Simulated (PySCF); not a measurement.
## Run report: Si2H5Br, single-point calculation (part 2 of 2)

Si2H5Br, SMILES [SiH3][SiH2]Br; NEVPT2/6-31G*, RHF (PySCF 2.14.0). The geometry comes from this level: PBE0-D4/def2-TZVP.

Geometry of the input (Å):
```
Si -0.6900  0.9027  -0.3984
Si 0.5158  -0.9694  0.3088
Br 2.5008  -0.2802  1.0592
H  -2.0235  0.4796  -0.9057
H  0.0562  1.5862  -1.4860
H  -0.8709  1.8340  0.7446
H  -0.1598  -1.6842  1.4209
H  0.7635  -1.9259  -0.7993
```

## Output, continued
```
1 Si 4px        -0.11281   0.04742  -0.14820
1 Si 4py         0.04257  -0.01236   0.18191
1 Si 4pz        -0.05147  -0.11430  -0.08142
1 Si 3dxy        0.03549   0.00305   0.26536
1 Si 3dyz        0.04198  -0.06505   0.11682
1 Si 3dz^2       0.04281  -0.12649   0.01442
1 Si 3dxz        0.05305  -0.16021  -0.05431
1 Si 3dx2-y2     0.19350   0.08547  -0.00103
2 Br 1s          0.00005  -0.00000   0.00001
2 Br 2s         -0.00003  -0.00000  -0.00007
2 Br 3s          0.00458   0.00000   0.00132
2 Br 4s          0.04619   0.00000   0.01259
2 Br 5s         -0.08415  -0.00002  -0.02688
2 Br 2px         0.00006  -0.00014   0.00007
2 Br 2py         0.00029   0.00004  -0.00022
2 Br 2pz        -0.00001   0.00033   0.00005
2 Br 3px        -0.00043   0.00061  -0.00027
2 Br 3py        -0.00146  -0.00016   0.00087
2 Br 3pz        -0.00002  -0.00147  -0.00021
2 Br 4px         0.05621  -0.03740   0.01753
2 Br 4py         0.12771   0.00978  -0.02290
2 Br 4pz         0.00948   0.08997   0.00978
2 Br 5px         0.00894   0.06477  -0.04280
2 Br 5py        -0.06610  -0.01694   0.15835
2 Br 5pz         0.01090  -0.15578  -0.03498
2 Br 3dxy        0.00026  -0.00001  -0.00016
2 Br 3dyz        0.00009   0.00013  -0.00005
2 Br 3dz^2      -0.00002   0.00021   0.00007
2 Br 3dxz       -0.00013   0.00027  -0.00004
2 Br 3dx2-y2    -0.00022  -0.00014   0.00000
2 Br 4dxy       -0.44954   0.02206   0.50187
2 Br 4dyz       -0.15640  -0.26121   0.15918
2 Br 4dz^2       0.13466  -0.45137  -0.05683
2 Br 4dxz       -0.02172  -0.57935  -0.26951
2 Br 4dx2-y2     0.05531   0.31118  -0.48631
2 Br 5dxy       -0.10319   0.00509   0.11177
2 Br 5dyz       -0.03545  -0.05897   0.03594
2 Br 5dz^2       0.03180  -0.10130  -0.01173
2 Br 5dxz       -0.00437  -0.13011  -0.05930
2 Br 5dx2-y2     0.01551   0.06992  -0.10521
3 H 1s          -0.09036   0.00005  -0.00676
3 H 2s          -0.01802   0.00002   0.01409
4 H 1s          -0.03491  -0.00239  -0.04384
4 H 2s           0.01081   0.01133  -0.00722
5 H 1s          -0.03499   0.00229  -0.04396
5 H 2s           0.01083  -0.01141  -0.00720
6 H 1s          -0.03147   0.15988   0.11275
6 H 2s          -0.02356   0.04969   0.01593
7 H 1s          -0.03162  -0.15982   0.11275
7 H 2s          -0.02356  -0.04968   0.01593
<CAS-nat-orb|mo-hf>  31     32      -0.76911897
<CAS-nat-orb|mo-hf>  31     34      -0.58077100
<CAS-nat-orb|mo-hf>  32     33      -0.94647493
<CAS-nat-orb|mo-hf>  33     26      -0.45689476
<CAS-nat-orb|mo-hf>  33     32      -0.43927684
<CAS-nat-orb|mo-hf>  33     34       0.74025794
<CAS-nat-orb|mo-hf>  34     29       0.52893556
<CAS-nat-orb|mo-hf>  34     31       0.63900100
<CAS-nat-orb|mo-hf>  35     35       0.44859164
<CAS-nat-orb|mo-hf>  35     41      -0.41977475
<CAS-nat-orb|mo-hf>  36     36      -0.44253071
<CAS-nat-orb|mo-hf>  37     40      -0.47836819
<CAS-nat-orb|mo-hf>  37     54      -0.59516004
<CAS-nat-orb|mo-hf>  37     65       0.50502918
<CAS-nat-orb|mo-hf>  38     55       0.49606853
CASSCF energy = -3152.93093988083
CASCI E = -3152.93093988083  E(CI) = -12.5181323430770  S^2 = 0.0000000

******** <class 'pyscf.mrpt.nevpt2.NEVPT'> ********
NEVPT2 (4e+4e, 8o), ncore = 30, nvir = 40
root = 0
Natural occ [1.98848424 1.98826313 1.98381635 1.97365876 0.02382965 0.01670968
 0.01360307 0.01163513]
Natural orbital (expansion on meta-Lowdin AOs) in CAS space
               #1        #2        #3        #4        #5
0 Si 1s          0.00001  -0.00000   0.00020  -0.00003  -0.00007
0 Si 2s         -0.00075   0.00000  -0.00387   0.00015  -0.00067
0 Si 3s         -0.01905   0.00003  -0.31582   0.04076  -0.15821
0 Si 4s          0.00490  -0.00001   0.02542   0.00744  -0.02055
0 Si 2px         0.00122  -0.00005   0.00390   0.00000   0.00042
0 Si 2py        -0.00140   0.00001  -0.00474  -0.00005  -0.00049
0 Si 2pz         0.00066   0.00011   0.00214   0.00001   0.00023
0 Si 3px        -0.07030  -0.00079  -0.29596   0.02614  -0.12862
0 Si 3py         0.04493   0.00018   0.48159  -0.05210   0.17766
0 Si 3pz        -0.03422   0.00228  -0.17647   0.01664  -0.07320
0 Si 4px        -0.00348  -0.00286   0.04005   0.01112  -0.00261
0 Si 4py        -0.01406   0.00079  -0.05652   0.00821  -0.05528
0 Si 4pz         0.00012   0.00690   0.02289   0.00373   0.00502
0 Si 3dxy        0.00455  -0.00009   0.05781  -0.00890   0.05364
0 Si 3dyz        0.00234  -0.00021   0.03414  -0.00483   0.03044
0 Si 3dz^2       0.00315  -0.00093   0.02909  -0.00159   0.02097
0 Si 3dxz       -0.00548  -0.00109  -0.02050  -0.00088  -0.01279
0 Si 3dx2-y2    -0.00397   0.00057   0.02874  -0.00741   0.02852
1 Si 1s          0.00005  -0.00000   0.00021   0.00011   0.00013
1 Si 2s         -0.00101   0.00000  -0.00478  -0.00521   0.00122
1 Si 3s         -0.07167   0.00010  -0.38325  -0.18040   0.39091
1 Si 4s         -0.00031   0.00001   0.02550   0.02697  -0.04982
1 Si 2px        -0.00005   0.00026  -0.00383  -0.00193  -0.00113
1 Si 2py         0.00006  -0.00007   0.00424  -0.00108  -0.00087
1 Si 2pz        -0.00003  -0.00062  -0.00206  -0.00069  -0.00037
1 Si 3px         0.07757   0.04566   0.24528  -0.33092   0.30141
1 Si 3py        -0.19254  -0.01175  -0.47090  -0.09053   0.26372
1 Si 3pz         0.05309  -0.11011   0.15328  -0.12776   0.09666
1 Si 4px        -0.00076   0.00285  -0.03670   0.06580  -0.15737
1 Si 4py         0.00624  -0.00075   0.05958   0.01404  -0.09528
1 Si 4pz        -0.00100  -0.00686  -0.02178   0.02585  -0.05512
1 Si 3dxy       -0.02687   0.00335   0.05935  -0.03668   0.08756
1 Si 3dyz       -0.00736  -0.01909   0.03490  -0.01400   0.02184
1 Si 3dz^2       0.00816  -0.02317   0.03306   0.02197  -0.09736
1 Si 3dxz        0.00981  -0.03122  -0.02818  -0.03297   0.11163
1 Si 3dx2-y2     0.02594   0.01718   0.02065  -0.03866   0.07868
2 Br 1s         -0.00003   0.00000  -0.00017  -0.00119   0.00023
2 Br 2s         -0.00008   0.00000  -0.00036   0.00049   0.00032
2 Br 3s         -0.00119   0.00000  -0.01084  -0.10536   0.01714
2 Br 4s         -0.00775   0.00001  -0.05556  -0.30177   0.14337
2 Br 5s         -0.00160   0.00000   0.01566   0.02695  -0.19472
2 Br 2px        -0.00003  -0.00001  -0.00012   0.00008   0.00057
2 Br 2py         0.00005   0.00000   0.00006   0.00002   0.00015
2 Br 2pz        -0.00002   0.00002  -0.00006   0.00003   0.00022
2 Br 3px        -0.00262  -0.00391  -0.00017  -0.01041  -0.00386
2 Br 3py         0.00944   0.00101  -0.00188  -0.00357  -0.00105
2 Br 3pz        -0.00210   0.00941   0.00014  -0.00394  -0.00149
2 Br 4px         0.24365   0.37692  -0.03030   0.74838   0.37011
2 Br 4py        -0.91402  -0.09780   0.20163   0.25369   0.10207
2 Br 4pz         0.19969  -0.90723  -0.03464   0.28359   0.14278
2 Br 5px         0.00245   0.00516  -0.01954  -0.03014  -0.04480
2 Br 5py        -0.00828  -0.00135   0.02990  -0.01622  -0.00493
2 Br 5pz         0.00190  -0.01242  -0.01139  -0.01076  -0.01809
2 Br 3dxy        0.01543  -0.00055  -0.00183   0.00212   0.00016
2 Br 3dyz        0.00509   0.00622  -0.00049   0.00079   0.00007
2 Br 3dz^2      -0.00273   0.01070  -0.00002  -0.00138  -0.00016
2 Br 3dxz       -0.00498   0.01374   0.00199   0.00205   0.00031
2 Br 3dx2-y2    -0.01010  -0.00737   0.00339   0.00234   0.00038
2 Br 4dxy       -0.02334  -0.00001   0.00207   0.02921  -0.20047
2 Br 4dyz       -0.00789  -0.00753   0.00036   0.01102  -0.07722
2 Br 4dz^2       0.00361  -0.01687  -0.00245  -0.02068   0.16154
2 Br 4dxz        0.00760  -0.02107   0.00207   0.03259  -0.27575
2 Br 4dx2-y2     0.01449   0.01113   0.00047   0.03784  -0.32960
2 Br 5dxy       -0.00355  -0.00001  -0.00134   0.00481  -0.04861
2 Br 5dyz       -0.00120  -0.00103  -0.00046   0.00183  -0.01893
2 Br 5dz^2       0.00051  -0.00236  -0.00022  -0.00321   0.03826
2 Br 5dxz        0.00127  -0.00294   0.00131   0.00499  -0.06600
2 Br 5dx2-y2     0.00237   0.00155   0.00182   0.00584  -0.07981
3 H 1s          -0.00914   0.00003   0.06859  -0.02644   0.05497
3 H 2s          -0.00341   0.00001   0.01488  -0.00270   0.00160
4 H 1s           0.02136  -0.00210   0.06321   0.00094   0.02262
4 H 2s           0.00316   0.00212   0.01405  -0.00071  -0.00014
5 H 1s           0.02136   0.00201   0.06310   0.00096   0.02265
5 H 2s           0.00315  -0.00214   0.01402  -0.00071  -0.00011
6 H 1s          -0.02424   0.05775   0.07129   0.03934  -0.06990
6 H 2s          -0.00522   0.01333   0.01429   0.00774  -0.00202
7 H 1s          -0.02436  -0.05771   0.07140   0.03933  -0.06981
7 H 2s          -0.00524  -0.01332   0.01432   0.00775  -0.00202
               #6        #7        #8
0 Si 1s          0.00018   0.00000   0.00017
0 Si 2s          0.00065   0.00000   0.00068
0 Si 3s          0.32666  -0.00001   0.17114
0 Si 4s         -0.00504  -0.00000   0.00599
0 Si 2px        -0.00062  -0.00001  -0.00045
0 Si 2py         0.00102   0.00000   0.00076
0 Si 2pz        -0.00037   0.00003  -0.00027
0 Si 3px         0.15541  -0.01119   0.14329
0 Si 3py        -0.37109   0.00301  -0.16732
0 Si 3pz         0.10578   0.02711   0.07820
0 Si 4px        -0.11076  -0.01704   0.01712
0 Si 4py         0.06646   0.00457   0.07443
0 Si 4pz        -0.05349   0.04113  -0.00118
0 Si 3dxy       -0.08547   0.00527  -0.03311
0 Si 3dyz       -0.05613  -0.00981  -0.02252
0 Si 3dz^2      -0.05593   0.00816  -0.02360
0 Si 3dxz        0.02741   0.00665   0.01072
0 Si 3dx2-y2    -0.07131  -0.00244  -0.03093
1 Si 1s         -0.00017  -0.00000  -0.00018
1 Si 2s         -0.00048  -0.00000  -0.00076
1 Si 3s         -0.17449  -0.00004  -0.23585
1 Si 4s         -0.00702   0.00009   0.02175
1 Si 2px        -0.00088   0.00002  -0.00057
1 Si 2py         0.00065  -0.00000   0.00066
1 Si 2pz        -0.00044  -0.00005  -0.00031
1 Si 3px         0.32519   0.11655   0.13824
1 Si 3py        -0.37763  -0.03051  -0.03134
1 Si 3pz         0.17630  -0.28022   0.06093
1 Si 4px        -0.11281   0.04742  -0.14820
1 Si 4py         0.04257  -0.01236   0.18191
1 Si 4pz        -0.05147  -0.11430  -0.08142
1 Si 3dxy        0.03549   0.00305   0.26536
1 Si 3dyz        0.04198  -0.06505   0.11682
1 Si 3dz^2       0.04281  -0.12649   0.01442
1 Si 3dxz        0.05305  -0.16021  -0.05431
1 Si 3dx2-y2     0.19350   0.08547  -0.00103
2 Br 1s          0.00005  -0.00000   0.00001
2 Br 2s         -0.00003  -0.00000  -0.00007
2 Br 3s          0.00458   0.00000   0.00132
2 Br 4s          0.04619   0.00000   0.01259
2 Br 5s         -0.08415  -0.00002  -0.02688
2 Br 2px         0.00006  -0.00014   0.00007
2 Br 2py         0.00029   0.00004  -0.00022
2 Br 2pz        -0.00001   0.00033   0.00005
2 Br 3px        -0.00043   0.00061  -0.00027
2 Br 3py        -0.00146  -0.00016   0.00087
2 Br 3pz        -0.00002  -0.00147  -0.00021
2 Br 4px         0.05621  -0.03740   0.01753
2 Br 4py         0.12771   0.00978  -0.02290
2 Br 4pz         0.00948   0.08997   0.00978
2 Br 5px         0.00894   0.06477  -0.04280
2 Br 5py        -0.06610  -0.01694   0.15835
2 Br 5pz         0.01090  -0.15578  -0.03498
2 Br 3dxy        0.00026  -0.00001  -0.00016
2 Br 3dyz        0.00009   0.00013  -0.00005
2 Br 3dz^2      -0.00002   0.00021   0.00007
2 Br 3dxz       -0.00013   0.00027  -0.00004
2 Br 3dx2-y2    -0.00022  -0.00014   0.00000
2 Br 4dxy       -0.44954   0.02206   0.50187
2 Br 4dyz       -0.15640  -0.26121   0.15918
2 Br 4dz^2       0.13466  -0.45137  -0.05683
2 Br 4dxz       -0.02172  -0.57935  -0.26951
2 Br 4dx2-y2     0.05531   0.31118  -0.48631
2 Br 5dxy       -0.10319   0.00509   0.11177
2 Br 5dyz       -0.03545  -0.05897   0.03594
2 Br 5dz^2       0.03180  -0.10130  -0.01173
2 Br 5dxz       -0.00437  -0.13011  -0.05930
2 Br 5dx2-y2     0.01551   0.06992  -0.10521
3 H 1s          -0.09036   0.00005  -0.00676
3 H 2s          -0.01802   0.00002   0.01409
4 H 1s          -0.03491  -0.00239  -0.04384
4 H 2s           0.01081   0.01133  -0.00722
5 H 1s          -0.03499   0.00229  -0.04396
5 H 2s           0.01083  -0.01141  -0.00720
6 H 1s          -0.03147   0.15988   0.11275
6 H 2s          -0.02356   0.04969   0.01593
7 H 1s          -0.03162  -0.15982   0.11275
7 H 2s          -0.02356  -0.04968   0.01593
<CAS-nat-orb|mo-hf>  31     32      -0.76911897
<CAS-nat-orb|mo-hf>  31     34      -0.58077100
<CAS-nat-orb|mo-hf>  32     33      -0.94647493
<CAS-nat-orb|mo-hf>  33     26      -0.45689476
<CAS-nat-orb|mo-hf>  33     32      -0.43927684
<CAS-nat-orb|mo-hf>  33     34       0.74025794
<CAS-nat-orb|mo-hf>  34     29       0.52893556
<CAS-nat-orb|mo-hf>  34     31       0.63900100
<CAS-nat-orb|mo-hf>  35     35       0.44859164
<CAS-nat-orb|mo-hf>  35     41      -0.41977475
<CAS-nat-orb|mo-hf>  36     36      -0.44253071
<CAS-nat-orb|mo-hf>  37     40      -0.47836819
<CAS-nat-orb|mo-hf>  37     54      -0.59516004
<CAS-nat-orb|mo-hf>  37     65       0.50502918
<CAS-nat-orb|mo-hf>  38     55       0.49606853
Sr    (-1)',   E = -0.02174797078523
Si    (+1)',   E = -0.00123687815115
Sijrs (0)  ,   E = -0.22579640728965
Sijr  (+1) ,   E = -0.03783523358344
Srsi  (-1) ,   E = -0.03887649431733
Srs   (-2) ,   E = -0.03777069209822
Sij   (+2) ,   E = -0.00371708218989
Sir   (0)' ,   E = -0.02462009037630
Nevpt2 Energy = -0.391600848791202
Final energy -3153.3225407296236
```

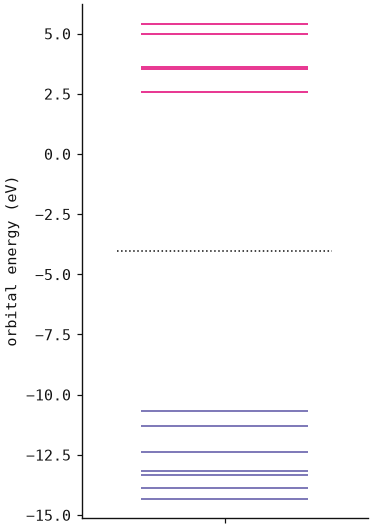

**Figure 1.** Orbital energies near the frontier (SCF reference); the dotted line parts filled from empty levels, and levels within 0.02 eV of each other stand side by side. Highest filled −10.68 eV, lowest empty 2.58 eV, 13.26 eV apart.
